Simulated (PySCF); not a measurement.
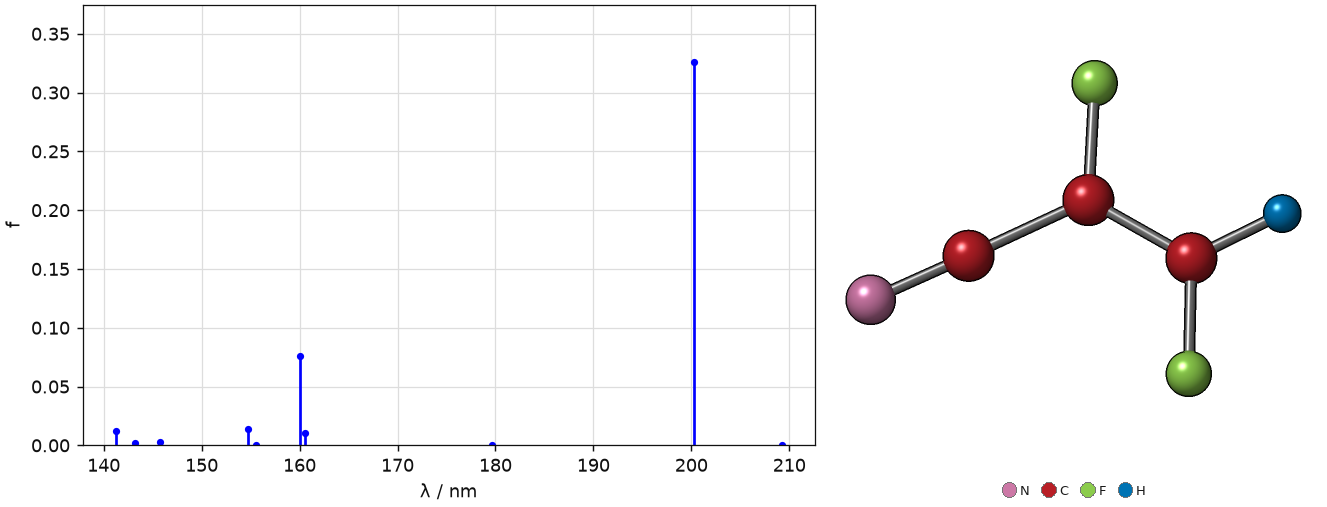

Computed absorption of C₃HF₂N, SMILES N#C/C(F)=C\F. Vertical TDDFT excitations, CAM-B3LYP/def2-SVPD with PySCF, at a PBE0-D3(BJ)/def2-SVP geometry (no frequency check), gas phase. The lowest 10 singlet states are shown.

### Which of the computed transitions is the brightest, and what character does the calculation give it?

S2 at 6.19 eV (200 nm), f = 0.326, mainly HOMO → LUMO (91 %).

### Does any vertical transition fall in the visible?

No singlet lies below 3.1 eV (beyond 400 nm), so at this level no vertical transition falls in the visible.

### List the transitions behind the spectrum.

| state | E (eV) | λ (nm) | f | main character |
| --- | --- | --- | --- | --- |
| S1 | 5.93 | 209 | 0.000 | HOMO → LUMO+1 (94 %) |
| S2 | 6.19 | 200 | 0.326 | HOMO → LUMO (91 %) |
| S3 | 6.90 | 180 | 0.000 | HOMO−1 → LUMO (93 %) |
| S4 | 7.72 | 161 | 0.011 | HOMO → LUMO+2 (95 %) |
| S5 | 7.75 | 160 | 0.076 | HOMO−2 → LUMO (59 %) |
| S6 | 7.97 | 156 | 0.000 | HOMO−2 → LUMO+1 (58 %) |
| S7 | 8.01 | 155 | 0.014 | HOMO−3 → LUMO (84 %) |
| S8 | 8.51 | 146 | 0.003 | HOMO → LUMO+3 (84 %) |
| S9 | 8.66 | 143 | 0.002 | HOMO−4 → LUMO (84 %) |
| S10 | 8.78 | 141 | 0.012 | HOMO−3 → LUMO+1 (89 %) |

Note: core orbitals are frozen in the response.
